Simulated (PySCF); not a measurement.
C$_{2}$H$_{4}$O, charge +1, doublet, SMILES `[CH2][O+]=C`.

Method: LDA (SVWN)/6-31+G*; geometry: GFN2-xTB; program: PySCF. No frequency check shows the geometry to be a minimum. GFN2-xTB doesn't know the spin state, so this open-shell geometry is rough.

Cartesian coordinates (Å):

```
C1      -1.1465    0.1574    0.0000
O2       0.0000   -0.4237    0.0000
C3       1.1465    0.1574    0.0000
H4      -1.2539    1.2416    0.0000
H5      -2.0177   -0.4914    0.0000
H6       1.2539    1.2416    0.0000
H7       2.0177   -0.4914    0.0000
```

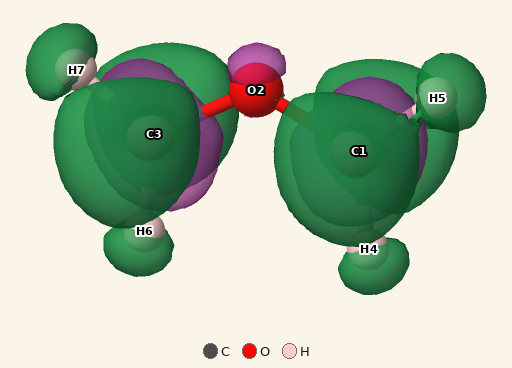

Fukui function f⁺ = ρ(N+1) − ρ(N) at fixed geometry, surfaces at ±0.03 e/Å³ (green positive, purple negative).

Q: Which atoms respond most to the addition of an electron?

A: f⁺ (Hirshfeld-condensed) is largest on C1 and C3 (0.28 each); the vertical electron affinity is 7.88 eV (to the singlet neutral species, which needn't be its lowest state). Condensed values hint at sites of nucleophilic attack but needn't mark the atom that reacts. Orbital relaxation makes it negative in places (0.14 e in all).
